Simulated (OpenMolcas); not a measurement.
**CF2 (SMILES F[C]F): the energy, rung by rung**

The species is CF2 (3 atoms), meant as a singlet with charge 0. As SMILES, `F[C]F`. Geometry: relaxed at GFN2-xTB.

```xyz
3

F     0.3969    1.0328    0.3328
C     0.3268   -0.2722    0.1497
F    -0.7238   -0.7606   -0.4825
```

Each level gives the energy change with the C2–F3 bond stretched from 1.320 to 2.310 Å (eV). The values are calculated.

```tsv
level	kind	program	value (eV)	less FCI/STO-3G
HF/STO-3G (restricted)	Hartree–Fock	OpenMolcas	7.24	+3.95
PBE/STO-3G (restricted)	GGA	OpenMolcas	4.23	+0.94
r2SCAN/STO-3G (restricted)	meta-GGA	OpenMolcas	4.63	+1.34
B3LYP/STO-3G (restricted)	global hybrid	OpenMolcas	4.97	+1.68
B2PLYP/STO-3G (restricted)	double hybrid	OpenMolcas	4.90	+1.61
MP2/STO-3G (restricted)	perturbation theory	OpenMolcas	4.90	+1.61
SC-NEVPT2(2,2)/STO-3G	multireference	OpenMolcas	3.17	-0.12
CISD/STO-3G (restricted)	coupled cluster or CI	OpenMolcas	3.92	+0.63
FCI/STO-3G	exact in the basis	OpenMolcas	3.29	0.00
```

FCI/STO-3G is exact within its basis and frozen core, so for wave-function methods in that basis the difference is their error; functionals converge differently with the basis, so for them it is only a difference. Spin-restricted single references rise too steeply as a bond breaks, Hartree–Fock most of all. Perturbation and coupled-cluster corrections on them can overshoot downwards. The first shape isn't each level's own minimum. The values span 3.17 to 7.24 eV. All rows use very small basis sets, so even the best lies far from the true value.

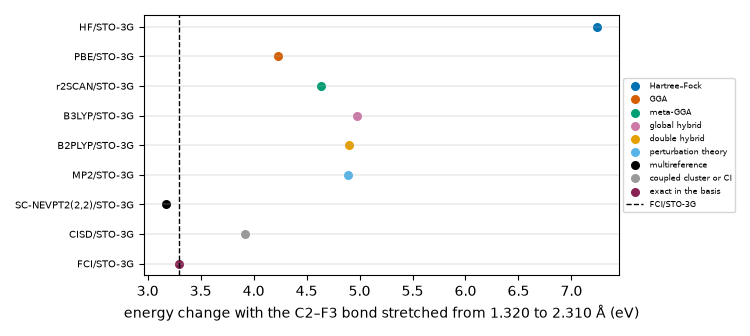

The values of the table, level by level.
